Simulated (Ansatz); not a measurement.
## Electronic structure of F3HN2Si (SMILES N=N[Si](F)(F)F) in real space

Input file:

```
crystal:
  periodic: [false, false, false]
  atoms:
    - {symbol: F, position_ang: [-1.684338, -0.765405, 0.974364]}
    - {symbol: F, position_ang: [-1.566543, 1.330271, -0.542303]}
    - {symbol: F, position_ang: [-0.312819, 1.306325, 1.723448]}
    - {symbol: N, position_ang: [0.725857, -0.318859, -0.178627]}
    - {symbol: N, position_ang: [1.006166, -0.076942, -1.358622]}
    - {symbol: Si, position_ang: [-0.742520, 0.418002, 0.472025]}
    - {symbol: H, position_ang: [1.890954, -0.582076, -1.581374]}
basis:
  gaussian:
    orbitals: def2-TZVPD
hamiltonian:
  xc: pbe0
output:
  forces: true
  orbitals: {seedname: orbitals}
```

Command:

```sh
ansatz run input.yaml --threads 1 --pin off --max-ram 2610MiB --events-out events.jsonl --progress --plain --runs-dir runs
```

Geometry: PBE0-D3(BJ)/def2-SVP.

The calculation used Ansatz 0.2.0, isolated molecule in a Gaussian basis; Kohn-Sham density functional theory, functional PBE0.

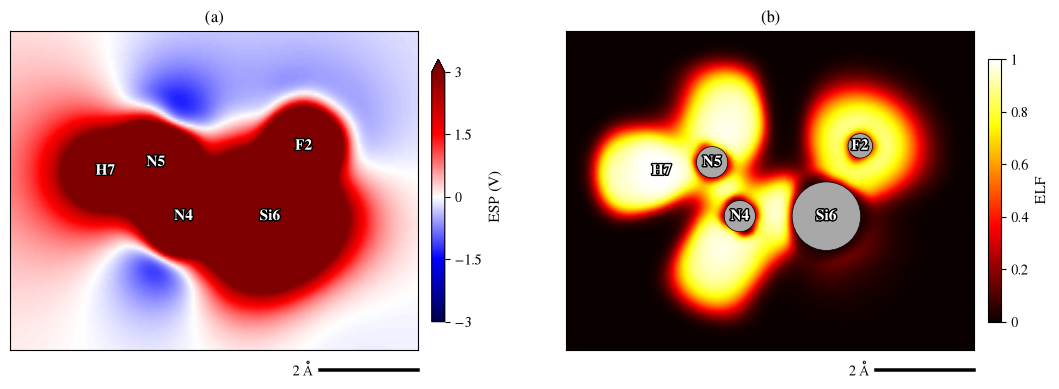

Figure 1. (a) molecular electrostatic potential; (b) ELF on the plane of atoms F2, Si6 and N4. Grey discs cover the atomic cores in the ELF map.

**What does the map show?**

- The section cuts through F, N, Si and H sites.
- N–N (1.24 Å): the ELF peaks at about 0.90 between the atoms: a covalent bond.
- Si–F (1.59 Å): the ELF peaks at about 0.85 in the valence shell of F, 0.6 Å from its nucleus, and is about 0.55 at the midpoint.
- Si–N (1.77 Å): the ELF peaks at about 0.95 between the atoms; a polar covalent bond.
- N–H (1.04 Å): the ELF climbs to about 1 towards the hydrogen, as it does in any bond to H; an ordinary covalent bond to hydrogen.
- The ELF also peaks beside N4, F2 and N5, away from the bonds: lone-pair regions.
- Outside the dense part of the molecule the potential is most negative (−1.3 V) near N5.

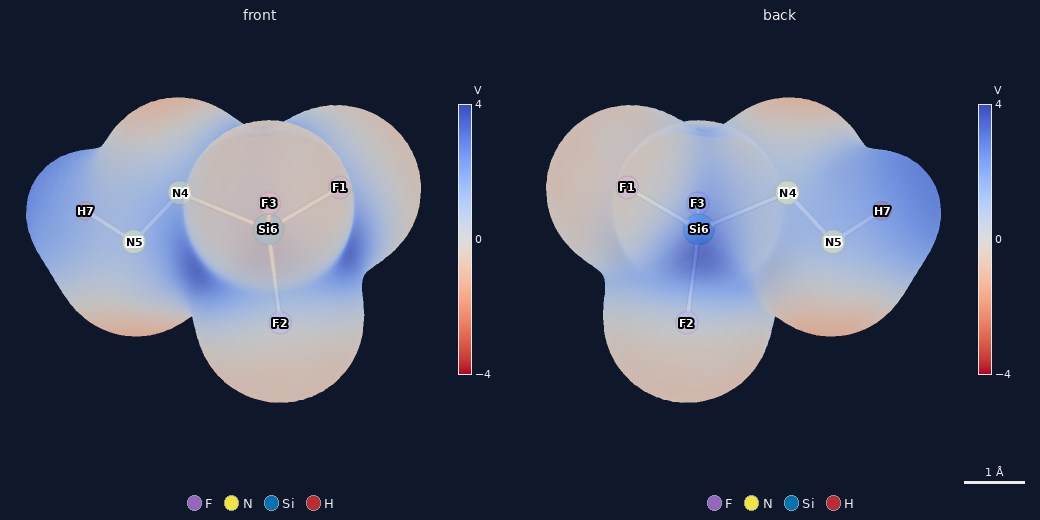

Figure 2. The electrostatic potential painted on the density surface at 0.004 e/bohr³, seen from the front and from behind; red is negative and blue positive.

**Describe the electrostatic potential map.**

The most negative region (about −1.1 V) lies over N5, the most positive (about +3.3 V) over Si6. N5 is the likeliest acceptor of a hydrogen bond.

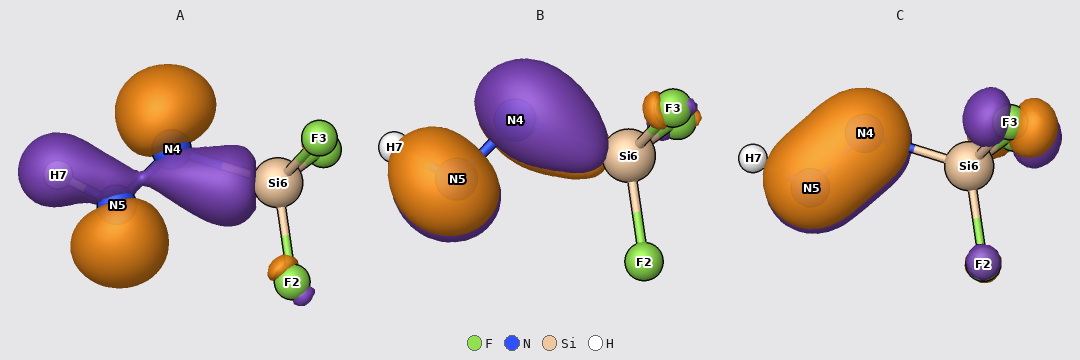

Figure 3. Three frontier orbitals at ±0.15 Å⁻³ᐟ² (orange and purple are the two phases), in no order.

**Order the three orbitals by energy and name them.**

C is the HOMO−1 (−12.11 eV). Its weight (Hirshfeld) is mainly on N5 (about 40 %), N4 (about 35 %), F3 (about 10 %) and F1 (about 10 %); π-bonding across N5–N4. A is the HOMO (−7.34 eV). By Hirshfeld shares it lies mainly on N4 (about 45 %), N5 (about 40 %), Si6 (about 10 %) and H7 (about 10 %). B is the LUMO (−2.76 eV). By Hirshfeld shares it lies mainly on N5 (about 45 %) and N4 (about 35 %); π-antibonding (π*) across N5–N4.

**What is the HOMO–LUMO gap?**

4.58 eV between the orbital energies.
